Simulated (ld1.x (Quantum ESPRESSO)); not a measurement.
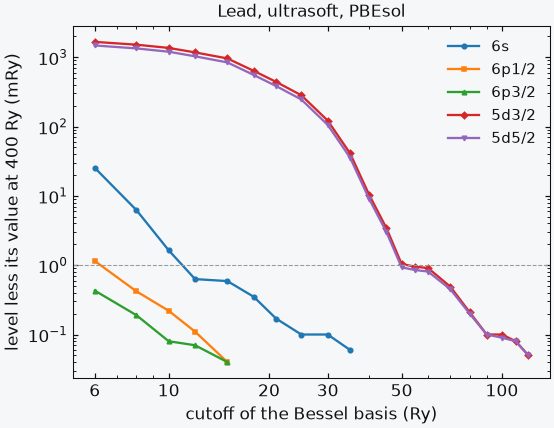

The pseudo-atom Hamiltonian at the reference potential is diagonalised in spherical Bessel functions (20 bohr box) up to the cutoff. Curves: distance of each valence level from its value at 400 Ry.

```yaml
element: Pb (Z = 82)
generator: ld1.x (Quantum ESPRESSO) 7.5
type: ultrasoft
functional: PBEsol
relativity: fully relativistic
frozen_core: [Xe] 4f14
valence_charge: 14
reference_configuration: 5d10 6s1.75 6p2.25
partial_waves: 6s (bound): rcut 1.85, rcutus 1.95 bohr; 6s channel at -0.4 Ry: rcut 1.85, rcutus 1.95 bohr; 6p (bound): rcut 1.75, rcutus 2.45 bohr; 6p channel at 0.25 Ry: rcut 1.75, rcutus 2.45 bohr; 5d (bound): rcut 1.20, rcutus 1.50 bohr; 5d channel at -1.25 Ry: rcut 1.20, rcutus 1.50 bohr
local_potential: all-electron potential smoothed inside 1.85 bohr (lloc = -2)
core_correction: Bessel-smoothed model core, default radius (core density twice the valence density)
augmentation_charge: PSQ, inside the norm-conserving radii
```

Question: From which cutoff is the occupation-weighted sum of levels good to 10 mRy, and to 1 mRy?

Answer: 50 Ry and 90 Ry, on the ladder of cutoffs that was run.

Question: At which cutoff does each level come within 1 mRy for good?

Answer: 6s: 12 Ry; 6p1/2: 8 Ry; 6p3/2: 6 Ry or less; 5d3/2: 55 Ry; 5d5/2: 50 Ry.

Question: Which occupied shell is the hardest?

Answer: 5d: its level needs 55 Ry to come within 1 mRy, against 12 Ry for 6s.
